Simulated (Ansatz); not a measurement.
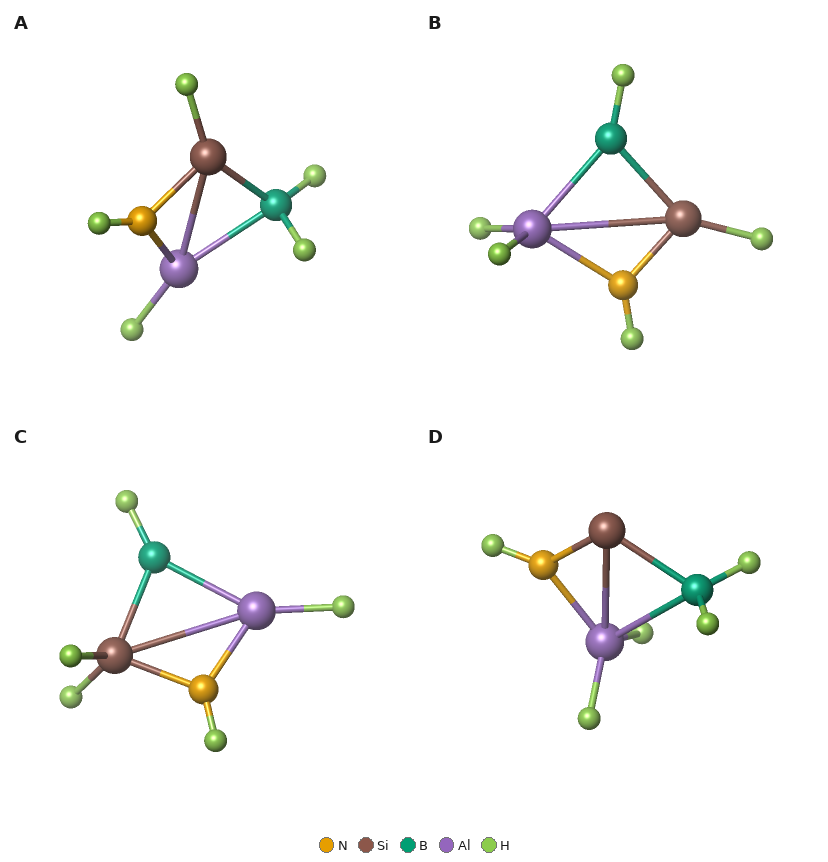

4 stationary structures of one formula. Geometries: PBE0-D4/def2-TZVP. Electronic energies: PBE0-D4/def2-TZVPP (Ansatz 0.2.0), without zero-point energy. No frequency run is at hand to confirm each as a minimum. Each is one conformer, not always the lowest.

> Which is lowest in energy, and by how much?

A is lowest; C lies 48.4 kJ/mol above it, D lies 83.4 kJ/mol above it, B lies 171.8 kJ/mol above it.
